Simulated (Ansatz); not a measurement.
# BNH3OF (SMILES NB(O)F) at r2SCAN0/6-311+G(d,p)

What is the energy change on altering one bond length of BNH3OF at r2SCAN0/6-311+G**? 

The calculation is run with Ansatz 0.2.0.

122 further runs of the same task are left out: 122 set aside as unsound or not needed.

### Step 1. The molecule

BNH3OF: 7 atoms, total charge 0, spin state singlet. As SMILES, `NB(O)F`. The shape is that of a PBE0-D4/def2-TZVP optimisation. This is one conformer, not always the lowest.

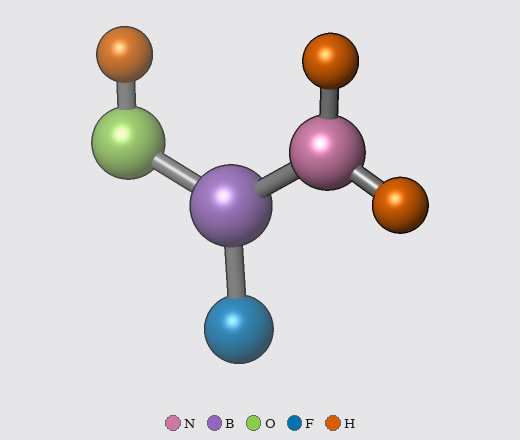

Viewed from a chosen angle; nitrogen pink, boron purple, oxygen green, fluorine blue, hydrogen orange.

### Step 2. The energy at r2SCAN0/6-311+G(d,p)

Contents of run.yaml:

```yaml
crystal:
  periodic: [false, false, false]
  atoms:
    - {symbol: "N", position_ang: [-0.531800, 0.753400, -0.032100]}
    - {symbol: B, position_ang: [0.039300, -0.505700, -0.288800]}
    - {symbol: O, position_ang: [1.106300, -1.044300, 0.367000]}
    - {symbol: F, position_ang: [-0.494800, -1.258200, -1.256300]}
    - {symbol: H, position_ang: [-1.320400, 1.081700, -0.559700]}
    - {symbol: H, position_ang: [-0.210100, 1.394300, 0.668500]}
    - {symbol: H, position_ang: [1.472700, -0.489200, 1.055700]}
basis:
  gaussian: {orbitals: 6-311+G_st__st_.json}
hamiltonian: {xc: {name: r2SCAN0}}
accuracy: high
output: {orbitals: {seedname: orbitals}}
```

The basis set 6-311+G** is read from a file made from the Basis Set Exchange's data (not shown).

Launch:

```bash
ansatz run run.yaml --threads 1 --pin off --max-ram 3480MiB --events-out events.jsonl --progress --plain --runs-dir runs
```

The program printed:

```text
Warning: RAYON_NUM_THREADS=1 ignored (pool sized by the plan → 1); use --threads N
Functional definition: r2SCAN0
  name "r2SCAN0"
  parameter a = 0.25
  parameter k0 = 0.174
  parameter k1 = 0.065
  parameter a1 = 4.9479
  exchange = (1 - a)*r2scan_x(k0 = k0, k1 = k1, a1 = a1) + a*exact_x
  correlation = r2scan_c
2051 factors; integrals over basis functions are off by at most 5.0e-9 eV
mean field evaluation 1: about -6972.9137 eV, gradient 7.1e1 eV
mean field evaluation 2: about -6969.0871 eV, gradient 8.3e1 eV
mean field evaluation 4: about -6981.3534 eV, gradient 3.3e0 eV
mean field evaluation 8: about -6981.3704 eV, gradient 1.0e-1 eV
mean field evaluation 16: about -6981.3704 eV, gradient 5.1e-6 eV
mean field -6981.37040339 eV, -256.5606301817 hartree, gradient 7.4e-8 eV, S^2 0.000000; 0 other end points of the search recorded, 0 dependent functions left out
reference -6981.37040474 eV, -256.5606302315 hartree; 16, 16 occupied and 90, 90 virtual orbitals, 2051 factors
Total energy: -6981.37040474 eV, -256.5606302315 hartree
```

Wall time 10 s (1 thread of Intel Xeon Platinum 8259CL at 2.50GHz (Skylake/Cascade Lake), shared host); peak memory 0.37 GiB.

### Step 3. The distorted shape, same level

Contents of in.yaml:

```yaml
basis:
  gaussian:
    orbitals: 6-311+G_st__st_.json
crystal:
  periodic: [false, false, false]
  atoms:
    - {symbol: N, position_ang: [-0.988700, 1.760725, 0.173269]}
    - {symbol: B, position_ang: [0.039300, -0.505700, -0.288800]}
    - {symbol: O, position_ang: [1.106300, -1.044300, 0.367000]}
    - {symbol: F, position_ang: [-0.494800, -1.258200, -1.256300]}
    - {symbol: H, position_ang: [-1.777300, 2.089025, -0.354331]}
    - {symbol: H, position_ang: [-0.667000, 2.401625, 0.873869]}
    - {symbol: H, position_ang: [1.472700, -0.489200, 1.055700]}
hamiltonian:
  xc: {name: r2SCAN0}
accuracy: high
output:
  orbitals: {seedname: orbitals}
```

The basis set 6-311+G** is read from a file made from the Basis Set Exchange's data (not shown).

Launch:

```bash
ansatz run in.yaml --threads 1 --pin off --max-ram 3480MiB --events-out events.jsonl --progress --plain --runs-dir runs
```

The program printed:

```text
Warning: RAYON_NUM_THREADS=1 ignored (pool sized by the plan → 1); use --threads N
[... 8 set-up lines as earlier in the session ...]
2034 factors; integrals over basis functions are off by at most 1.4e-8 eV
mean field evaluation 1: about -6962.8076 eV, gradient 8.0e1 eV
mean field evaluation 2: about -6880.5105 eV, gradient 1.5e2 eV
mean field evaluation 4: about -6974.9259 eV, gradient 1.5e1 eV
mean field evaluation 8: about -6975.6661 eV, gradient 3.8e-1 eV
mean field evaluation 16: about -6975.6646 eV, gradient 1.1e-4 eV
mean field -6975.66464617 eV, -256.3509474714 hartree, gradient 6.9e-8 eV, S^2 0.000000; 0 other end points of the search recorded, 0 dependent functions left out
reference -6975.66464750 eV, -256.3509475203 hartree; 16, 16 occupied and 90, 90 virtual orbitals, 2034 factors
Total energy: -6975.66464750 eV, -256.3509475203 hartree
```

It took 11 s on 1 thread of Intel Xeon Platinum 8259CL at 2.50GHz (Skylake/Cascade Lake), shared host; peak memory 0.36 GiB.

### Step 4. Summary of results

At r2SCAN0/6-311+G**:

```
                                                         quantity          value
                                        first shape: total energy  -256.56063 Eh
                                         first shape: HOMO energy       -8.45 eV
                                         first shape: LUMO energy        0.10 eV
                                       first shape: HOMO–LUMO gap        8.55 eV
                                    distorted shape: total energy  -256.35095 Eh
                                     distorted shape: HOMO energy       -6.10 eV
                                     distorted shape: LUMO energy       -2.70 eV
                                   distorted shape: HOMO–LUMO gap        3.40 eV
energy change with the N1–B2 bond stretched from 1.406 to 2.531 Å       5.706 eV
```

In words: With the N1–B2 bond stretched from 1.406 to 2.531 Å the energy rises by 5.71 eV (551 kJ/mol). The first shape isn't relaxed at this level, so the change isn't measured from a minimum.
